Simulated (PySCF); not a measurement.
## A study: F$_{3}$N, SMILES `FN(F)F`

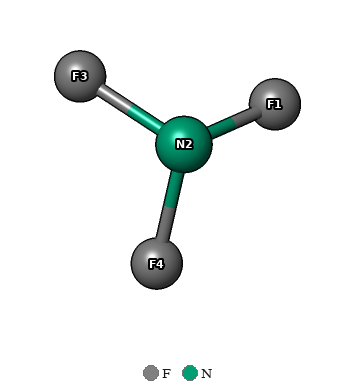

The molecule, with its atoms numbered as below. No frequency check shows the geometry to be a minimum.

Geometry (Å), atoms numbered from 1:

```
F1       1.1559   -0.4204    0.1190
N2       0.0000   -0.0000   -0.4588
F3      -0.9421   -0.7908    0.1189
F4      -0.2139    1.2113    0.1189
```

### 1. Bonding charge

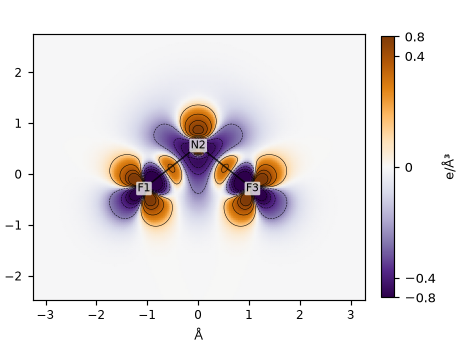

Deformation density (molecule less spherical, spin-averaged free atoms) in the plane of F1, N2 and F3; colour scale in e/Å³, logarithmic beyond ±0.1; orange: gain, purple: loss.

PySCF calculation, PBE0/def2-TZVP, gas phase; geometry: GFN2-xTB.

Question: How much density has each bond in this plane gained at its critical point, relative to the free atoms?

Answer: F1–N2 and N2–F3: +0.18 e/Å³ at the bond critical point (bond length 1.36 Å, Mayer order 1.0). In all, 1.0 electrons gather in the regions of gain relative to the promolecule.

Question: Where do the Hirshfeld charges lie?

Answer: The highest Hirshfeld charge is on N2 (+0.18 e), the lowest on F1, F3 and F4 (−0.06 e).

### 2. Bond critical points

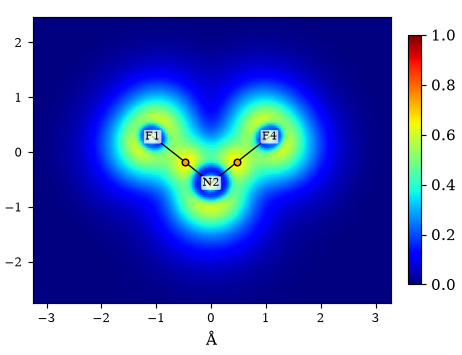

Localised orbital locator (LOL) in the plane of F1, N2 and F4, with bond paths and bond critical points (dots).

Question: What values does LOL take at the bond critical points in this plane?

Answer: F1–N2 and N2–F4: about 0.66. Values above 0.5 mark slow, localised electrons, as in shared pairs; low values at a critical point mark a polar or closed-shell contact whose critical point lies between the shells.

### 3. Electrostatic potential

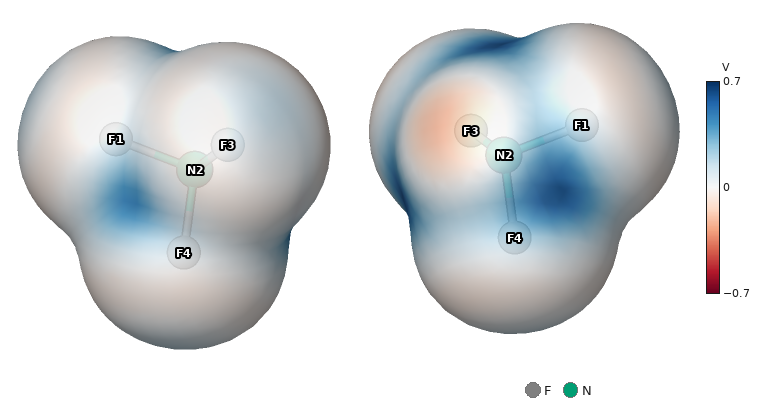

Electrostatic potential on the surface of electron density 0.001 a.u. (back view left, front view right).

Question: Where are the extremes of the potential on the surface?

Answer: Highest: 0.63 V, off the N2–F3 bond (1.8 Å from its atoms). Further maxima include 0.48 V, over the middle of F1, N2, F3 and F4, about 1.8 Å from them; 0.17 V, 1.6 Å from F4. Lowest: −0.24 V, 1.9 Å from N2. Further minima include −0.07 V, 1.7 Å from F4, and at like points elsewhere; −0.05 V, 1.6 Å from F3. The surface is sampled at points, so like sites can differ by a few per cent and only the strongest of them is named.

Question: What volume does the surface enclose, and what is the dipole moment?

Answer: About 53 Å³; the dipole moment is 0.1 D.

### 4. In an electric field

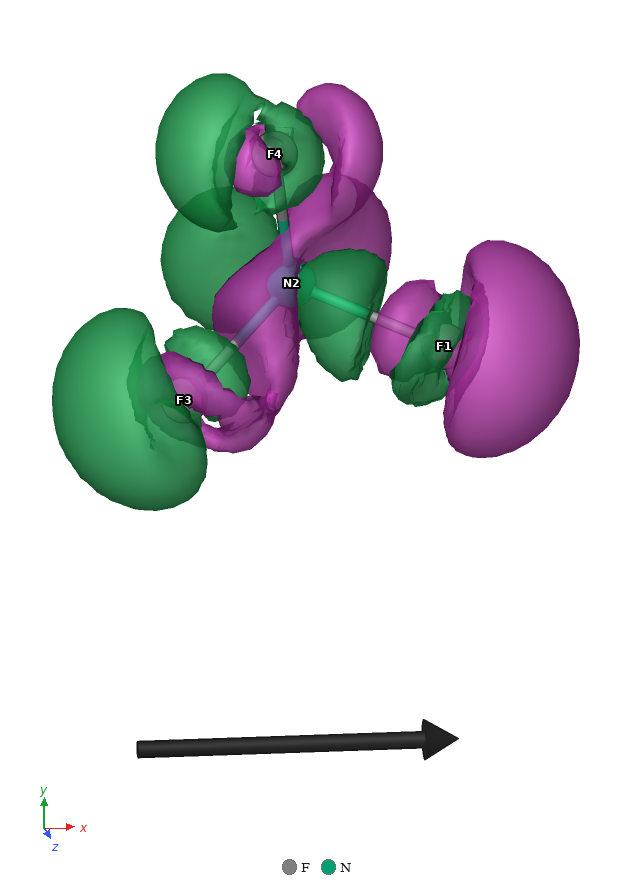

Change of the electron density in a uniform field of 0.21 V/Å along +x (arrow), surfaces at ±0.0015 e/Å³ (green: gain, purple: loss).

Method: PBE0/def2-TZVP; geometry: GFN2-xTB; program: PySCF. A basis without diffuse functions makes polarisabilities too small.

Question: What dipole is induced, and what polarisability does it imply?

Answer: The induced dipole is 0.18 D (along the field); α along this axis, from the fields in both directions, is 17 bohr³ (2.6 Å³).

Question: Which atoms gain and lose the most charge?

Answer: Electrons gather most on F3 (Hirshfeld charge changes by −0.008 e) and leave F1 most (+0.010 e); 0.022 electrons are displaced in all.

### 5. Removing or adding an electron

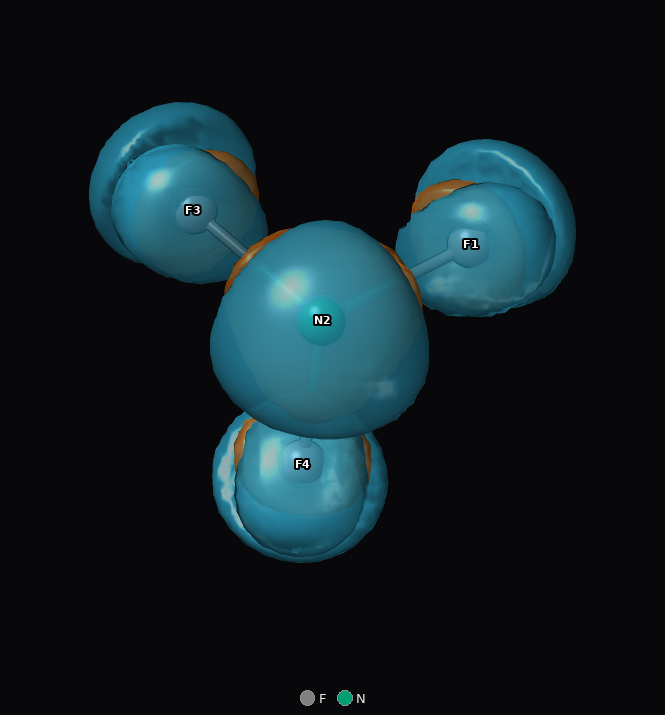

Fukui function f⁻ = ρ(N) − ρ(N−1) at fixed geometry, surfaces at ±0.04 e/Å³ (light blue positive, orange negative).

Question: Which atoms respond most to the removal of an electron?

Answer: f⁻ (Hirshfeld-condensed) is largest on N2 (0.32) and F1, F3 and F4 (0.23 each); the vertical ionisation energy is 13.18 eV. Condensed values hint at sites of electrophilic attack but needn't mark the atom that reacts. Orbital relaxation makes it negative in places (0.16 e in all).

| atom | f⁻ | charge |
| --- | --- | --- |
| F1 | +0.23 | −0.06 |
| N2 | +0.32 | +0.18 |
| F3 | +0.23 | −0.06 |
| F4 | +0.23 | −0.06 |

The PySCF runs shown took 5.8 s, 10 s and 77 s on 1 thread of Intel(R) Xeon(R) Platinum 8488C (Sapphire Rapids), on a shared host.
